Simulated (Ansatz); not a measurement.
Geometry relaxation, with input and output: Si4NH12Cl (part 3 of 3)

Si4NH12Cl; RKS PBE0-D4/def2-SVP (Ansatz 0.2.0). The input holds or restrains some coordinates. Forces given for the steps count only the free coordinates.

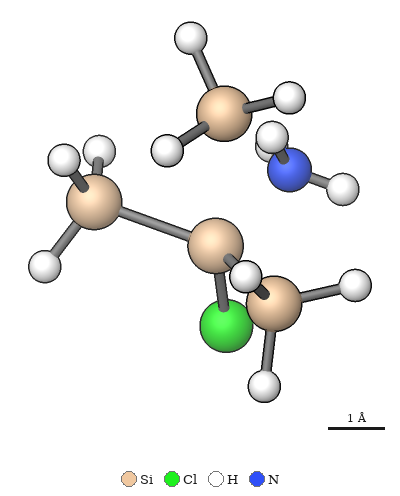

*The geometry at step 26 of the log (ball-and-stick view, seen at a tilt).*

Trajectory as extended XYZ, continued:
```
18
Properties=species:S:1:pos:R:3:forces:R:3 step=21 energy=-45684.30785
Si   -0.8952    0.3978   -0.0535   -0.1937  -1.7894  -0.2799
Si    1.8750   -0.8374    0.1411    0.5470   0.1759   0.1044
Si   -0.0329    1.3561   -2.0010   -0.0206   0.0243  -0.0595
Si   -0.4639    0.7565    2.2119    0.0212  -0.0074   0.0113
Cl   -2.9643    0.8710   -0.2528   -0.0058   0.0023  -0.0048
H     0.1213   -1.5562   -0.1526   -1.1026  -0.2462  -0.1928
N    -1.0940   -1.6345   -0.3469    0.7840   1.8495   0.3823
H     2.6467   -1.4153   -1.0242   -0.0213   0.0014   0.0071
H     2.4056   -1.5603    1.3595   -0.0210   0.0107  -0.0264
H     2.4305    0.5614    0.2776   -0.0176  -0.0163  -0.0018
H    -0.4862    2.7826   -2.0611    0.0148  -0.0651   0.0000
H     1.4488    1.2723   -2.1420   -0.0438   0.0081   0.0145
H    -0.6964    0.5880   -3.1066    0.0380   0.0339   0.0455
H    -1.3677    1.8342    2.7180   -0.0038   0.0029  -0.0005
H     0.9591    1.1095    2.4742   -0.0106  -0.0035  -0.0008
H    -0.8139   -0.5306    2.8910    0.0003   0.0053  -0.0021
H    -1.4000   -1.8937   -1.2869    0.0204   0.0148  -0.0041
H    -1.6728   -2.1012    0.3543    0.0150  -0.0014   0.0077
18
Properties=species:S:1:pos:R:3:forces:R:3 step=22 energy=-45684.30944
Si   -0.8933    0.4007   -0.0509   -0.2191  -1.7858  -0.2582
Si    1.8751   -0.8407    0.1304    0.5215   0.1880   0.0898
Si   -0.0309    1.3581   -1.9981   -0.0018   0.0064  -0.0428
Si   -0.4638    0.7586    2.2157    0.0114   0.0083  -0.0040
Cl   -2.9625    0.8791   -0.2500    0.0027  -0.0064  -0.0021
H     0.1177   -1.5561   -0.1492   -1.1244  -0.2422  -0.1841
N    -1.0983   -1.6315   -0.3405    0.8114   1.8254   0.3428
H     2.6357   -1.4036   -1.0484   -0.0121   0.0036   0.0004
H     2.4074   -1.5868    1.3320   -0.0103   0.0004  -0.0043
H     2.4337    0.5541    0.2891   -0.0097  -0.0180  -0.0041
H    -0.5271    2.7675   -2.0908    0.0127  -0.0509   0.0003
H     1.4553    1.3170   -2.1042   -0.0419   0.0118   0.0033
H    -0.6471    0.5507   -3.1020    0.0312   0.0313   0.0351
H    -1.3618    1.8453    2.7136    0.0009  -0.0026   0.0034
H     0.9605    1.1034    2.4785   -0.0014  -0.0012   0.0047
H    -0.8233   -0.5224    2.9008   -0.0012  -0.0001  -0.0056
H    -1.3979   -1.8917   -1.2825    0.0183   0.0232   0.0068
H    -1.6793   -2.1017    0.3565    0.0117   0.0088   0.0185
18
Properties=species:S:1:pos:R:3:forces:R:3 step=23 energy=-45684.31072
Si   -0.8906    0.4056   -0.0478   -0.2387  -1.7669  -0.2190
Si    1.8730   -0.8481    0.1201    0.4956   0.2065   0.0580
Si   -0.0256    1.3609   -1.9939    0.0184   0.0145  -0.0893
Si   -0.4608    0.7666    2.2193   -0.0066   0.0081  -0.0164
Cl   -2.9609    0.8879   -0.2458    0.0190  -0.0158   0.0004
H     0.1111   -1.5574   -0.1462   -1.1791  -0.2333  -0.1540
N    -1.1064   -1.6265   -0.3303    0.8766   1.7983   0.2828
H     2.6106   -1.3874   -1.0832    0.0046   0.0011  -0.0021
H     2.4080   -1.6326    1.2940   -0.0022  -0.0088   0.0116
H     2.4448    0.5366    0.3101   -0.0026  -0.0180  -0.0050
H    -0.6065    2.7354   -2.1416    0.0379  -0.0862   0.0036
H     1.4663    1.4116   -2.0528   -0.1027  -0.0001   0.0107
H    -0.5556    0.4869   -3.0958    0.0469   0.0637   0.0690
H    -1.3489    1.8620    2.7171    0.0052  -0.0091  -0.0032
H     0.9659    1.0955    2.4870    0.0083   0.0018   0.0042
H    -0.8354   -0.5111    2.9018   -0.0011  -0.0050   0.0025
H    -1.3997   -1.8857   -1.2748    0.0067   0.0261   0.0221
H    -1.6895   -2.1002    0.3626    0.0139   0.0231   0.0243
18
Properties=species:S:1:pos:R:3:forces:R:3 step=24 energy=-45684.31166
Si   -0.8917    0.4063   -0.0460   -0.2409  -1.7761  -0.2469
Si    1.8724   -0.8474    0.1138    0.5004   0.1966   0.0717
Si   -0.0278    1.3611   -1.9929    0.0359   0.0184  -0.0714
Si   -0.4601    0.7656    2.2205    0.0017   0.0115  -0.0102
Cl   -2.9623    0.8849   -0.2437    0.0041  -0.0102   0.0059
H     0.1096   -1.5572   -0.1454   -1.1892  -0.2296  -0.1767
N    -1.1079   -1.6256   -0.3293    0.8890   1.8068   0.3162
H     2.6134   -1.3901   -1.0861   -0.0040  -0.0012  -0.0008
H     2.3990   -1.6335    1.2909    0.0021  -0.0055   0.0062
H     2.4502    0.5343    0.3042   -0.0048  -0.0123   0.0012
H    -0.6138    2.7305   -2.1537    0.0220  -0.0656   0.0093
H     1.4627    1.4225   -2.0339   -0.0715   0.0040   0.0010
H    -0.5356    0.4831   -3.1000    0.0291   0.0406   0.0624
H    -1.3488    1.8604    2.7179    0.0047  -0.0064  -0.0007
H     0.9669    1.0964    2.4850    0.0053   0.0016   0.0050
H    -0.8321   -0.5115    2.9059   -0.0006  -0.0039  -0.0039
H    -1.4039   -1.8829   -1.2733    0.0066   0.0159   0.0163
H    -1.6904   -2.0968    0.3657    0.0101   0.0156   0.0153
18
Properties=species:S:1:pos:R:3:forces:R:3 step=25 energy=-45684.31273
Si   -0.8970    0.4108   -0.0491   -0.2236  -1.7726  -0.2115
Si    1.8658   -0.8457    0.1122    0.5031   0.1728   0.0687
Si   -0.0196    1.3599   -1.9931   -0.0257  -0.0022  -0.0029
Si   -0.4484    0.7676    2.2136   -0.0144  -0.0030   0.0009
Cl   -2.9722    0.8754   -0.2126    0.0015   0.0169  -0.0234
H     0.1008   -1.5451   -0.1602   -1.1843  -0.2629  -0.1924
N    -1.1174   -1.6201   -0.3369    0.9553   1.8627   0.3679
H     2.6082   -1.3946   -1.0841   -0.0033  -0.0004  -0.0011
H     2.3773   -1.6411    1.2904   -0.0045  -0.0018  -0.0001
H     2.4580    0.5279    0.3101   -0.0042  -0.0022  -0.0007
H    -0.6450    2.7036   -2.1812   -0.0053   0.0058  -0.0127
H     1.4643    1.4708   -2.0067    0.0043  -0.0018   0.0155
H    -0.4762    0.4523   -3.0920    0.0028  -0.0019  -0.0081
H    -1.3466    1.8504    2.7189    0.0062   0.0066   0.0060
H     0.9761    1.1057    2.4845   -0.0025  -0.0012  -0.0101
H    -0.8138   -0.5165    2.8895    0.0032  -0.0054   0.0066
H    -1.4294   -1.8738   -1.2758   -0.0041  -0.0101   0.0040
H    -1.6849   -2.0875    0.3724   -0.0044   0.0007  -0.0067
18
Properties=species:S:1:pos:R:3:forces:R:3 step=26 energy=-45684.31405
Si   -0.8985    0.4135   -0.0467   -0.2289  -1.7639  -0.2323
Si    1.8633   -0.8460    0.1079    0.5024   0.1633   0.0691
Si   -0.0217    1.3622   -1.9911    0.0054  -0.0096  -0.0089
Si   -0.4475    0.7688    2.2154    0.0095  -0.0046   0.0038
Cl   -2.9733    0.8791   -0.2135   -0.0113   0.0086  -0.0137
H     0.1000   -1.5483   -0.1678   -1.2368  -0.2343  -0.1756
N    -1.1196   -1.6170   -0.3370    0.9801   1.8570   0.3684
H     2.5993   -1.3914   -1.0940    0.0041   0.0028   0.0024
H     2.3679   -1.6565    1.2795   -0.0034   0.0056  -0.0076
H     2.4634    0.5219    0.3179    0.0009  -0.0036  -0.0025
H    -0.6790    2.6864   -2.2164    0.0060  -0.0179  -0.0031
H     1.4601    1.5115   -1.9656   -0.0200   0.0049  -0.0055
H    -0.4271    0.4240   -3.0867    0.0125   0.0176   0.0158
H    -1.3361    1.8552    2.7298   -0.0006   0.0030  -0.0007
H     0.9808    1.1020    2.4725   -0.0052   0.0009   0.0018
H    -0.8097   -0.5150    2.8942    0.0009  -0.0005   0.0019
H    -1.4379   -1.8680   -1.2743   -0.0144  -0.0173   0.0003
H    -1.6845   -2.0824    0.3758   -0.0013  -0.0119  -0.0137
18
Properties=species:S:1:pos:R:3:forces:R:3 step=27 energy=-45684.31453
Si   -0.9013    0.4170   -0.0404   -0.2338  -1.7541  -0.2826
Si    1.8594   -0.8472    0.0928    0.5126   0.1522   0.0930
Si   -0.0181    1.3621   -1.9839    0.0222   0.0057  -0.0652
Si   -0.4445    0.7698    2.2208    0.0113  -0.0040   0.0109
Cl   -2.9759    0.8845   -0.2106   -0.0044   0.0031   0.0018
H     0.0949   -1.5486   -0.1774   -1.2759  -0.2174  -0.1816
N    -1.1262   -1.6121   -0.3371    1.0112   1.8439   0.3869
H     2.5983   -1.3911   -1.1080   -0.0031   0.0050   0.0010
H     2.3506   -1.6711    1.2615    0.0013   0.0090  -0.0111
H     2.4704    0.5131    0.3174    0.0011  -0.0016  -0.0011
H    -0.7217    2.6568   -2.2562    0.0347  -0.0619   0.0102
H     1.4588    1.5712   -1.9252   -0.0769  -0.0040  -0.0056
H    -0.3576    0.3865   -3.0743    0.0235   0.0564   0.0655
H    -1.3291    1.8589    2.7366   -0.0024  -0.0018  -0.0016
H     0.9849    1.1023    2.4729   -0.0037  -0.0016  -0.0009
H    -0.8051   -0.5131    2.9025    0.0005   0.0043  -0.0013
H    -1.4537   -1.8602   -1.2721   -0.0172  -0.0156   0.0012
H    -1.6842   -2.0788    0.3803   -0.0012  -0.0176  -0.0195
18
Properties=species:S:1:pos:R:3:forces:R:3 step=28 energy=-45684.31506
Si   -0.9025    0.4180   -0.0409   -0.2445  -1.7577  -0.2648
Si    1.8573   -0.8479    0.0967    0.5175   0.1577   0.0753
Si   -0.0178    1.3616   -1.9843    0.0232   0.0041  -0.0493
Si   -0.4419    0.7686    2.2200    0.0059  -0.0002   0.0075
Cl   -2.9773    0.8852   -0.2065   -0.0049   0.0068  -0.0017
H     0.0927   -1.5455   -0.1825   -1.2710  -0.2289  -0.1702
N    -1.1288   -1.6107   -0.3391    1.0163   1.8450   0.3758
H     2.5931   -1.3904   -1.1065    0.0006   0.0005   0.0008
H     2.3524   -1.6718    1.2636   -0.0057   0.0071  -0.0100
H     2.4701    0.5119    0.3189   -0.0005   0.0003   0.0002
H    -0.7255    2.6505   -2.2652    0.0175  -0.0403   0.0104
H     1.4557    1.5810   -1.9189   -0.0472  -0.0037  -0.0013
H    -0.3441    0.3827   -3.0733    0.0137   0.0339   0.0452
H    -1.3278    1.8560    2.7370   -0.0014   0.0012   0.0022
H     0.9874    1.1028    2.4700   -0.0041  -0.0003   0.0000
H    -0.8001   -0.5145    2.9025    0.0004   0.0022  -0.0036
H    -1.4611   -1.8584   -1.2725   -0.0157  -0.0152   0.0033
H    -1.6818   -2.0792    0.3810   -0.0001  -0.0127  -0.0197
18
Properties=species:S:1:pos:R:3:forces:R:3 step=29 energy=-45684.31563
Si   -0.9049    0.4202   -0.0397   -0.2494  -1.7466  -0.2607
Si    1.8545   -0.8470    0.0918    0.5142   0.1625   0.0777
Si   -0.0133    1.3589   -1.9822    0.0000  -0.0026  -0.0020
Si   -0.4399    0.7697    2.2209   -0.0004  -0.0074  -0.0001
Cl   -2.9795    0.8901   -0.1994   -0.0015   0.0053  -0.0046
H     0.0890   -1.5411   -0.1903   -1.2674  -0.2351  -0.1746
N    -1.1330   -1.6077   -0.3417    1.0142   1.8329   0.3753
H     2.5913   -1.3912   -1.1100    0.0007  -0.0008  -0.0002
H     2.3452   -1.6710    1.2598   -0.0017   0.0006  -0.0050
H     2.4702    0.5114    0.3150   -0.0003  -0.0006   0.0007
H    -0.7357    2.6332   -2.2790   -0.0028  -0.0015  -0.0040
H     1.4534    1.6006   -1.9027   -0.0018   0.0006   0.0023
H    -0.3138    0.3675   -3.0629    0.0024   0.0016   0.0014
H    -1.3269    1.8536    2.7434    0.0005   0.0019  -0.0008
H     0.9894    1.1050    2.4684   -0.0011   0.0001   0.0010
H    -0.7953   -0.5161    2.8995    0.0020   0.0003   0.0031
H    -1.4732   -1.8551   -1.2726   -0.0077  -0.0083   0.0078
H    -1.6776   -2.0810    0.3817    0.0003  -0.0028  -0.0171
18
Properties=species:S:1:pos:R:3:forces:R:3 step=30 energy=-45684.31606
Si   -0.9083    0.4247   -0.0373   -0.2604  -1.7436  -0.2588
Si    1.8498   -0.8464    0.0855    0.5199   0.1605   0.0716
Si   -0.0091    1.3572   -1.9791   -0.0019  -0.0022  -0.0060
Si   -0.4358    0.7686    2.2231   -0.0071   0.0010  -0.0019
Cl   -2.9824    0.8988   -0.1926    0.0049   0.0001  -0.0009
H     0.0839   -1.5373   -0.2024   -1.2855  -0.2302  -0.1684
N    -1.1394   -1.6022   -0.3441    1.0184   1.8100   0.3622
H     2.5839   -1.3885   -1.1188    0.0033   0.0001  -0.0014
H     2.3356   -1.6801    1.2482   -0.0013  -0.0017   0.0009
H     2.4733    0.5070    0.3172   -0.0005  -0.0021  -0.0004
H    -0.7637    2.6044   -2.3129    0.0082  -0.0115  -0.0021
H     1.4482    1.6444   -1.8702   -0.0128  -0.0008  -0.0017
H    -0.2567    0.3384   -3.0485    0.0058   0.0124   0.0068
H    -1.3222    1.8517    2.7482    0.0011   0.0014   0.0026
H     0.9936    1.1057    2.4666    0.0018   0.0007  -0.0009
H    -0.7868   -0.5170    2.9042   -0.0001  -0.0019  -0.0016
H    -1.4914   -1.8485   -1.2712    0.0019  -0.0004   0.0155
H    -1.6729   -2.0808    0.3841    0.0043   0.0082  -0.0154
18
Properties=species:S:1:pos:R:3:forces:R:3 step=31 energy=-45684.31612
Si   -0.9127    0.4296   -0.0325   -0.2800  -1.7382  -0.2829
Si    1.8444   -0.8451    0.0741    0.5308   0.1610   0.0791
Si   -0.0054    1.3530   -1.9752    0.0185   0.0119  -0.0372
Si   -0.4332    0.7683    2.2275    0.0014   0.0041  -0.0051
Cl   -2.9859    0.9084   -0.1808    0.0032  -0.0038   0.0036
H     0.0775   -1.5329   -0.2145   -1.3043  -0.2240  -0.1754
N    -1.1472   -1.5959   -0.3457    1.0181   1.7812   0.3641
H     2.5807   -1.3852   -1.1298   -0.0028  -0.0006  -0.0025
H     2.3213   -1.6879    1.2336    0.0023  -0.0046   0.0060
H     2.4763    0.5026    0.3156   -0.0024  -0.0036   0.0011
H    -0.7898    2.5689   -2.3581    0.0171  -0.0283   0.0132
H     1.4387    1.6925   -1.8295   -0.0320  -0.0037  -0.0062
H    -0.1850    0.3089   -3.0359    0.0029   0.0242   0.0349
H    -1.3174    1.8491    2.7613    0.0006  -0.0019  -0.0024
H     0.9973    1.1067    2.4626    0.0031   0.0003   0.0029
H    -0.7779   -0.5199    2.9066   -0.0012  -0.0023  -0.0019
H    -1.5138   -1.8413   -1.2678    0.0160   0.0099   0.0251
H    -1.6679   -2.0798    0.3885    0.0085   0.0186  -0.0165
```

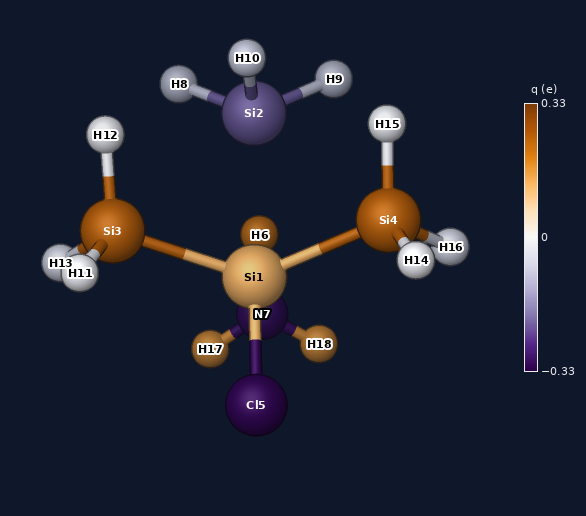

*Mulliken charges, as the colour of each atom (ball-and-stick view, seen at a tilt; atoms are numbered from 1 in the order of the input).*

By element: Si −0.21 to +0.25, Cl −0.32, H −0.06 to +0.22 and N −0.31 e.

This output came from the following input.

Input file:
```yaml
crystal:
  periodic: [false, false, false]
  atoms:
    - {symbol: Si, position_ang: [-0.645600, 0.133400, -0.002600]}
    - {symbol: Si, position_ang: [1.734100, -1.570400, 0.817100]}
    - {symbol: Si, position_ang: [-0.835100, 1.595000, -1.825500]}
    - {symbol: Si, position_ang: [-0.086700, 1.360200, 1.951300]}
    - {symbol: Cl, position_ang: [-2.585800, -0.482400, 0.580400]}
    - {symbol: H, position_ang: [0.419600, -1.843700, -0.552500]}
    - {symbol: N, position_ang: [-0.551200, -1.515600, -1.238600]}
    - {symbol: H, position_ang: [2.430200, -2.825500, 0.467700]}
    - {symbol: H, position_ang: [1.473600, -1.677900, 2.254400]}
    - {symbol: H, position_ang: [2.735300, -0.516500, 0.615200]}
    - {symbol: H, position_ang: [-0.910200, 2.998100, -1.410400]}
    - {symbol: H, position_ang: [0.367100, 1.467500, -2.662700]}
    - {symbol: H, position_ang: [-1.963600, 1.373200, -2.740300]}
    - {symbol: H, position_ang: [-0.961800, 2.527100, 2.129700]}
    - {symbol: H, position_ang: [1.277100, 1.876700, 1.825500]}
    - {symbol: H, position_ang: [-0.179000, 0.600900, 3.199100]}
    - {symbol: H, position_ang: [-0.365700, -1.359300, -2.228000]}
    - {symbol: H, position_ang: [-1.352400, -2.140700, -1.179900]}
basis:
  gaussian: {orbitals: def2-SVP}
hamiltonian: {xc: pbe0, dispersion: d4}
relax: {f_tol: 0.04, max_steps: 150, escape_saddle: false, constraints: [{distance: [0, 6]}, {distance: [1, 5]}, {distance: [0, 1]}, {distance: [5, 6]}]}
```

Launched with:
```bash
ansatz run in.yaml --threads 4 --pin off --events-out ev --progress --plain --max-ram 66560MiB --backend cuda --devices 0, --max-vram 37GiB
```

Summary:

- outcome: converged under the restraints of the input
- total energy: −45684.3162 eV
- mean-field energy: −45683.7697 eV
- dispersion energy: −0.5465 eV
- SCF solution under orbital rotations: stable
- largest force (length of the vector) at the end, held atoms and coordinates included: 2.084 eV/Å
- dipole moment: 2.82 D
- hardware: 4 CPU threads, shared host
- wall time: 64 s (CPU time 93 s)
- peak memory: 0.95 GiB
